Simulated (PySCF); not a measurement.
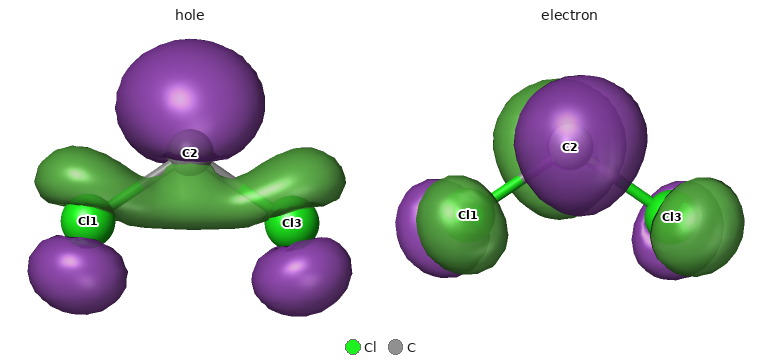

*CCl₂, SMILES `Cl[C]Cl`. Leading natural transition orbital pair of S₁ (full linear response singlet states); the surfaces enclose about 78 % of each orbital's density.*

Level of theory: BHandHLYP/aug-cc-pVDZ (PySCF), at a geometry from GFN2-xTB. No frequency check shows the geometry to be a minimum. GFN2-xTB bond lengths at metals and heavier atoms can be off by up to 0.1 Å and shapes distorted, which carries into these values.

Cartesian coordinates (Å):

```
Cl1      1.3938    0.1386    0.0000
C2      -0.0001   -0.7855    0.0000
Cl3     -1.3938    0.1386    0.0000
```

Give its energy and the atoms that hole and electron lie on.

Answer. 2.25 eV (552 nm), f = 0.002 (very weak); the leading pair carries 100 %; hole on C2 (59 %) and Cl1 and Cl3 (20 % each), electron on C2 (60 %) and Cl1 and Cl3 (20 % each); their centroids lie 0.2 Å apart. The HOMO–LUMO gap is 6.53 eV.
